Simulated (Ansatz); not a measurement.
The figure comes from a scan of Rh2O3 (corundum): the cell is scaled evenly about its relaxed volume V₀. Level of theory: PBEsol (plane waves to 420 eV, PAW, scalar-relativistic; Ansatz, a quantum-chemistry and plane-wave program). k mesh 8×8×8 (Γ-centred), Fermi-Dirac smearing 0.05 eV. Energies are smeared free energies. Rh2O3 is run without spin polarisation and with no Hubbard U. Rh2O3 was relaxed with its symmetry unable to fall. The zero of ΔE is the relaxed starting cell.

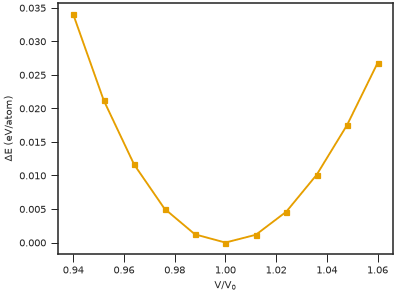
*ΔE (eV/atom) against V/V₀; computed points joined by lines.*

Problem. List the plotted points as numbers.

Solution. To the nearest 0.0005:

| V/V₀ | ΔE (eV/atom) |
|---|---|
| 0.940 | 0.0340 |
| 0.952 | 0.0210 |
| 0.964 | 0.0115 |
| 0.976 | 0.0050 |
| 0.988 | 0.0010 |
| 1.000 | 0.0000 |
| 1.012 | 0.0010 |
| 1.024 | 0.0045 |
| 1.036 | 0.0100 |
| 1.048 | 0.0175 |
| 1.060 | 0.0270 |

(A scan under strain: stresses follow from slopes of the energy per volume, elastic moduli from its curvatures.)
